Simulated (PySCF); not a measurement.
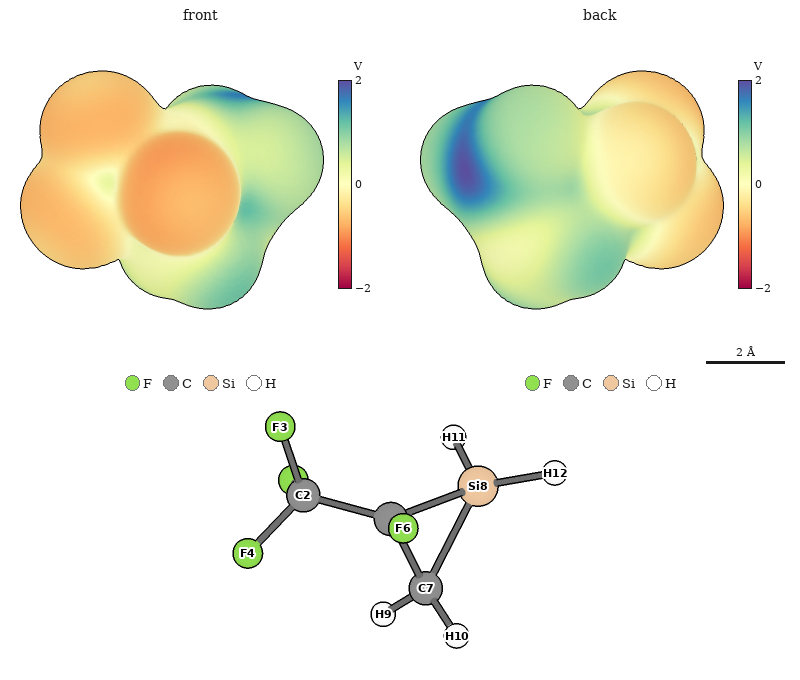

C₃H₄F₄Si. The electrostatic potential painted on the density surface at 0.002 e/bohr³, seen from the front and from behind; red is negative and blue positive. The bare structure is drawn below in the same view.

Geometry: GFN2-xTB.

Computed with PySCF 2.14.0, PBE0/pcSseg-1, SCF density, gas phase, non-relativistic.

The calculation's input:

```
{"job": {"kind": "nmr", "xc": "PBE0", "basis": "pcSseg-1"}, "charge": 0, "multiplicity": 1}
F      1.135813     0.466080     1.541045
C      1.449384     0.096038     0.281186
F      2.277632     1.037526    -0.191515
F      2.175715    -1.028292     0.395435
C      0.199129    -0.051157    -0.529873
F      0.512133    -0.325927    -1.841054
C     -0.892144    -0.940009     0.077096
Si    -1.405696     0.871089    -0.062577
H     -0.642603    -1.390654     1.028349
H     -1.285832    -1.671147    -0.616362
H     -1.321749     1.711195     1.111557
H     -2.200585     1.224572    -1.219315
```

Command:

```sh
OMP_NUM_THREADS=1 python probes_run.py task.json out
```

> Where is the surface potential most negative and most positive?

The most negative region (about −0.9 V) lies over F6, the most positive (about +1.9 V) over Si8.
